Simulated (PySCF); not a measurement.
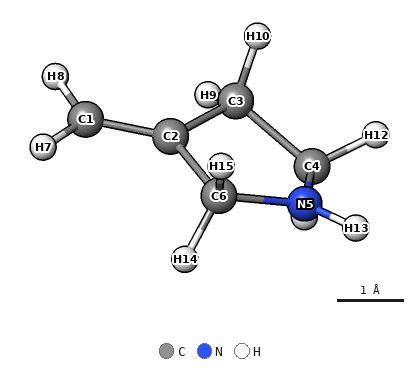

*The structure as given in the input (ball-and-stick view, seen at a tilt; atoms are numbered from 1 in the order of the input).*

Bond lengths as drawn: C–C 1.32 to 1.53 Å, C–H 1.08 to 1.11 Å, C–N 1.43 Å and H–N 1.00 Å.

C₅H₉N: saddle-point search

- system: C₅H₉N, SMILES C=C1CCNC1
- method: B3LYP-D3(BJ)/def2-SVP saddle search from the GFN2-xTB point and Hessian, gas phase (PySCF 2.14.0)

### Output
```
step      E/eV     max force
  0     -6816.37986   0.6493
  1     -6816.43427   0.1375
  2     -6816.44117   0.1508
  3     -6816.44269   0.1115
  4     -6816.44330   0.1424
  5     -6816.44381   0.0324
  6     -6816.44394   0.0150
```

### Trajectory as extended XYZ (Å, eV, eV/Å), 7 frames, from step=0 to step=6
```
15
Properties=species:S:1:pos:R:3:forces:R:3 step=0 energy=-6816.37986
C     2.1354   -0.1956    0.0745    0.3640  -0.0420  -0.0260
C     0.8290   -0.0075    0.0845   -0.4320  -0.0430  -0.0140
C    -0.1913   -0.9112    0.7200   -0.1820   0.1160  -0.1470
C    -1.4947   -0.5598   -0.0067   -0.0670  -0.0210  -0.2090
N    -1.2799    0.7833   -0.4579    0.1410  -0.0800   0.2730
C     0.1016    1.1487   -0.5517   -0.2060   0.2790  -0.1760
H     2.8048    0.5018   -0.3995    0.3770   0.4310  -0.3060
H     2.5874   -1.0511    0.5465    0.2360  -0.5140   0.2830
H     0.0740   -1.9630    0.6305    0.1100  -0.3870   0.0520
H    -0.2728   -0.6667    1.7823   -0.0680   0.0580   0.3730
H    -1.6544   -1.2559   -0.8514   -0.0960  -0.3140  -0.0580
H    -2.3683   -0.6260    0.6496   -0.2590  -0.1210   0.1590
H    -2.0223    1.4323   -0.6103   -0.3220   0.2750  -0.0860
H     0.4355    1.2842   -1.5951    0.2700   0.1010  -0.1880
H     0.3159    2.0865   -0.0155    0.1340   0.2620   0.0690
15
Properties=species:S:1:pos:R:3:forces:R:3 step=1 energy=-6816.43427
C     2.1432   -0.2192    0.0377    0.1270  -0.0240  -0.0120
C     0.8302   -0.0085    0.0858   -0.1080   0.0040   0.0170
C    -0.2022   -0.8925    0.7455   -0.0270  -0.0700   0.0250
C    -1.4916   -0.5772   -0.0334   -0.0250  -0.0520  -0.0030
N    -1.2847    0.7812   -0.4602   -0.0530   0.0590   0.0270
C     0.0981    1.1683   -0.5361    0.0000   0.0820  -0.0570
H     2.8148    0.4782   -0.4638    0.0730   0.0840  -0.0780
H     2.5975   -1.0921    0.5058    0.0480  -0.1150   0.0580
H     0.0759   -1.9565    0.7303    0.0070  -0.0050   0.0240
H    -0.3200   -0.5869    1.8005   -0.0230   0.0040   0.0050
H    -1.6045   -1.2907   -0.8798   -0.0180  -0.0570   0.0060
H    -2.3936   -0.6775    0.5933   -0.0200  -0.0120   0.0050
H    -2.0369    1.4384   -0.5787   -0.0460   0.0200  -0.0230
H     0.4651    1.3343   -1.5714    0.0550   0.0290  -0.0150
H     0.3086    2.1008    0.0244    0.0120   0.0520   0.0210
15
Properties=species:S:1:pos:R:3:forces:R:3 step=2 energy=-6816.44117
C     2.1447   -0.2407    0.0028   -0.1130   0.0400   0.0100
C     0.8323   -0.0040    0.0920    0.0850  -0.0160  -0.0240
C    -0.2032   -0.8798    0.7643    0.0010   0.0320   0.0100
C    -1.4875   -0.5857   -0.0344    0.0090  -0.0140  -0.0250
N    -1.2823    0.7674   -0.4910    0.1500  -0.0140  -0.0060
C     0.0994    1.1889   -0.5065   -0.0220   0.0650  -0.0160
H     2.8153    0.4491   -0.5185   -0.0100  -0.0040  -0.0060
H     2.5970   -1.1263    0.4574   -0.0080  -0.0130  -0.0050
H     0.0812   -1.9431    0.7806   -0.0140   0.0310   0.0080
H    -0.3384   -0.5459    1.8100    0.0100  -0.0130  -0.0280
H    -1.5969   -1.3230   -0.8621    0.0090   0.0000   0.0110
H    -2.3936   -0.6726    0.5889   -0.0190  -0.0210   0.0220
H    -2.0443    1.4002   -0.6689   -0.0160   0.0350  -0.0130
H     0.5023    1.4127   -1.5217   -0.0520  -0.0240   0.1180
H     0.2740    2.1028    0.1071   -0.0100  -0.0840  -0.0560
15
Properties=species:S:1:pos:R:3:forces:R:3 step=3 energy=-6816.44269
C     2.1368   -0.2606   -0.0307   -0.1110   0.0090  -0.0050
C     0.8319   -0.0002    0.0973    0.1000   0.0110   0.0250
C    -0.2044   -0.8591    0.7881   -0.0030  -0.0250  -0.0110
C    -1.4769   -0.5947   -0.0417    0.0190  -0.0050   0.0190
N    -1.2758    0.7573   -0.5088    0.0210   0.0770  -0.0300
C     0.0991    1.2044   -0.4752   -0.0530  -0.0370  -0.0020
H     2.8050    0.4158   -0.5732   -0.0250  -0.0050   0.0120
H     2.5844   -1.1606    0.4020   -0.0220   0.0220  -0.0010
H     0.0827   -1.9212    0.8461   -0.0180   0.0660  -0.0070
H    -0.3560   -0.4881    1.8202    0.0060  -0.0220  -0.0630
H    -1.5545   -1.3428   -0.8646    0.0050   0.0260   0.0410
H    -2.3962   -0.6914    0.5642    0.0280   0.0040  -0.0110
H    -2.0421    1.3765   -0.7293    0.0870  -0.0610   0.0270
H     0.5170    1.4686   -1.4702   -0.0170  -0.0030   0.0400
H     0.2490    2.0962    0.1757   -0.0160  -0.0560  -0.0330
15
Properties=species:S:1:pos:R:3:forces:R:3 step=4 energy=-6816.44330
C     2.1359   -0.2549   -0.0257    0.0190  -0.0130  -0.0060
C     0.8323    0.0008    0.0965   -0.0150   0.0160  -0.0070
C    -0.2023   -0.8640    0.7793    0.0150   0.0190  -0.0310
C    -1.4809   -0.5903   -0.0319   -0.0130   0.0120  -0.0170
N    -1.2715    0.7527   -0.5203   -0.0480   0.0870  -0.0520
C     0.0998    1.2030   -0.4759   -0.0080   0.0330  -0.0040
H     2.8032    0.4261   -0.5619    0.0040   0.0020   0.0020
H     2.5830   -1.1539    0.4084   -0.0030   0.0080  -0.0030
H     0.0825   -1.9240    0.8168    0.0130  -0.0480   0.0070
H    -0.3424   -0.5132    1.8159   -0.0070   0.0240   0.0540
H    -1.5846   -1.3474   -0.8409    0.0010   0.0030  -0.0150
H    -2.3883   -0.6683    0.5922   -0.0190  -0.0020   0.0110
H    -2.0353    1.3660   -0.7680    0.1100  -0.0800   0.0420
H     0.5248    1.4762   -1.4663   -0.0370  -0.0180   0.0560
H     0.2438    2.0912    0.1818   -0.0120  -0.0430  -0.0350
15
Properties=species:S:1:pos:R:3:forces:R:3 step=5 energy=-6816.44381
C     2.1376   -0.2521   -0.0205   -0.0060  -0.0020   0.0010
C     0.8323   -0.0005    0.0959    0.0000   0.0010  -0.0010
C    -0.2028   -0.8668    0.7771    0.0010  -0.0060   0.0120
C    -1.4817   -0.5897   -0.0348    0.0030   0.0040   0.0080
N    -1.2735    0.7582   -0.5078    0.0010  -0.0150   0.0020
C     0.0993    1.1992   -0.4820   -0.0060  -0.0240   0.0120
H     2.8052    0.4317   -0.5530    0.0020   0.0000  -0.0040
H     2.5861   -1.1483    0.4171    0.0000  -0.0010   0.0000
H     0.0821   -1.9285    0.8152   -0.0020   0.0090   0.0010
H    -0.3445   -0.5148    1.8154    0.0010  -0.0020  -0.0080
H    -1.5811   -1.3384   -0.8524    0.0030  -0.0040  -0.0050
H    -2.3914   -0.6751    0.5858    0.0010  -0.0020  -0.0010
H    -2.0342    1.3761   -0.7385   -0.0190   0.0130  -0.0060
H     0.5140    1.4560   -1.4780    0.0160   0.0110  -0.0260
H     0.2526    2.0930    0.1605    0.0050   0.0170   0.0160
15
Properties=species:S:1:pos:R:3:forces:R:3 step=6 energy=-6816.44394
C     2.1359   -0.2557   -0.0254   -0.0080   0.0040  -0.0020
C     0.8319    0.0002    0.0971    0.0080  -0.0010   0.0000
C    -0.2032   -0.8634    0.7816    0.0000   0.0050  -0.0080
C    -1.4792   -0.5912   -0.0364    0.0020   0.0000  -0.0010
N    -1.2736    0.7578   -0.5082   -0.0120   0.0040  -0.0080
C     0.0988    1.2009   -0.4786    0.0070   0.0110   0.0000
H     2.8033    0.4245   -0.5628   -0.0030  -0.0010   0.0020
H     2.5833   -1.1529    0.4113    0.0000  -0.0020   0.0000
H     0.0825   -1.9241    0.8260    0.0020  -0.0070   0.0010
H    -0.3483   -0.5056    1.8169   -0.0020   0.0030   0.0050
H    -1.5700   -1.3402   -0.8552   -0.0010   0.0010   0.0020
H    -2.3921   -0.6808    0.5786    0.0000   0.0010   0.0020
H    -2.0359    1.3744   -0.7403    0.0120  -0.0080   0.0030
H     0.5163    1.4633   -1.4734   -0.0050  -0.0030   0.0090
H     0.2502    2.0929    0.1688   -0.0010  -0.0050  -0.0030
```

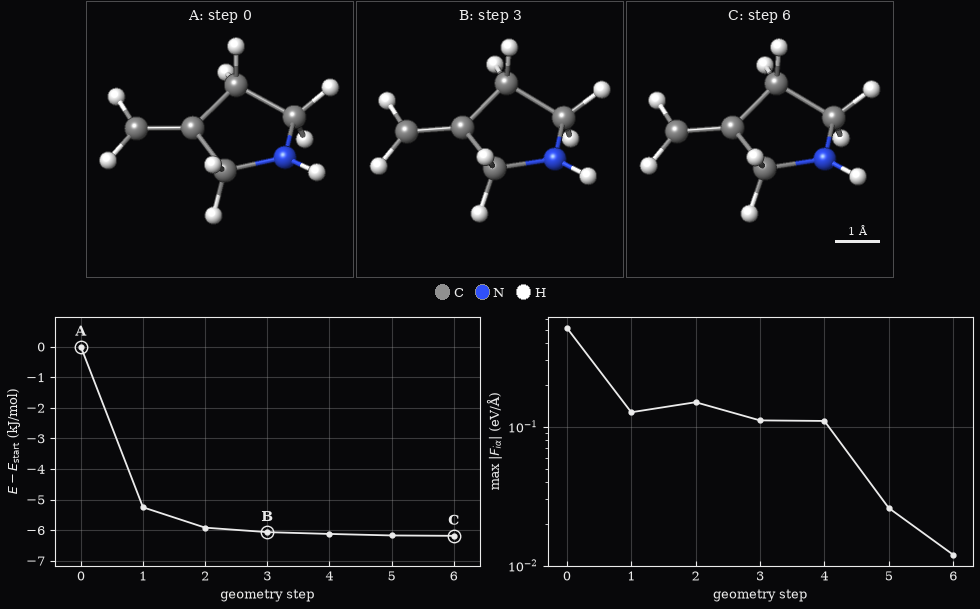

*Frames of the saddle-point search (ball-and-stick view, seen at a tilt) above the curves, on which the letters mark them (steps are counted from 0).*

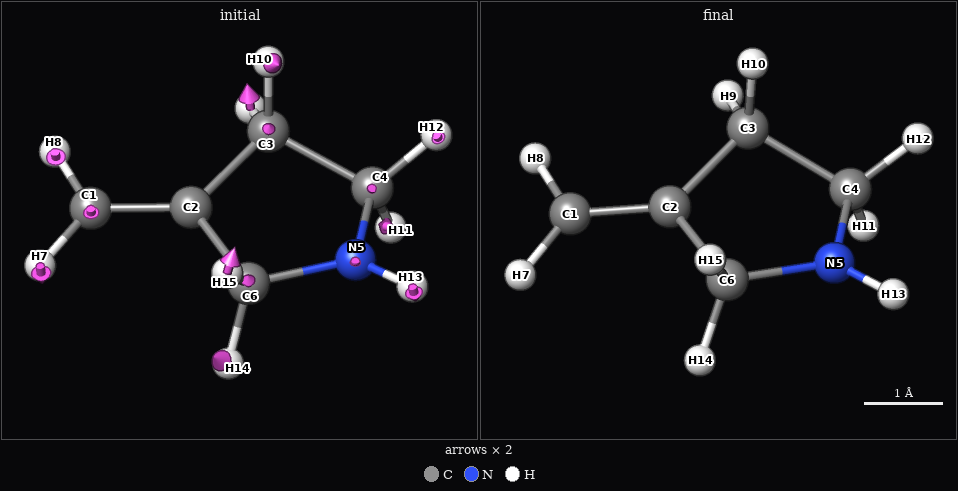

*Before (left) and after (right) the saddle-point search, at one scale (ball-and-stick view, seen at a tilt). The pink arrows give the displacements, magnified 2 times.*

H14 moves most after the best rigid fit: 0.23 Å. By element the largest moves are H 0.23 Å, C 0.12 Å, N 0.06 Å. Among the contacts that change: C1–H7 1.077 → 1.094 Å, C1–C2 1.320 → 1.335 Å, C2–C6 1.507 → 1.520 Å, C3–H10 1.093 → 1.105 Å. After 6 geometry steps the energy has fallen by 6.18 kJ/mol. The largest force component goes from 0.51 to 0.012 eV/Å. (Atoms are counted from 1 in the order of the input.)

The run was set up as follows.

### Input file
```
{"job": {"xc": "B3LYP", "basis": "def2-SVP", "kind": "refine"}, "charge": 0, "multiplicity": 1}
C      2.135449    -0.195606     0.074502
C      0.828959    -0.007530     0.084480
C     -0.191325    -0.911205     0.720040
C     -1.494746    -0.559847    -0.006682
N     -1.279864     0.783267    -0.457873
C      0.101589     1.148690    -0.551658
H      2.804842     0.501799    -0.399540
H      2.587446    -1.051078     0.546507
H      0.074007    -1.962959     0.630515
H     -0.272758    -0.666667     1.782313
H     -1.654391    -1.255862    -0.851370
H     -2.368329    -0.626018     0.649642
H     -2.022311     1.432290    -0.610313
H      0.435487     1.284237    -1.595107
H      0.315947     2.086490    -0.015455
```

The first line tells a small driver script what to run in PySCF; the rest is the geometry in Å.

Launched with:
```bash
OMP_NUM_THREADS=1 python <driver script> task.json out
```

### Key numbers

| quantity | value |
| --- | --- |
| outcome | converged |
| total energy | −250.499697 hartree |
| hardware | 1 CPU thread, shared host |
| wall time | 3 min |
| peak memory | 0.58 GiB |
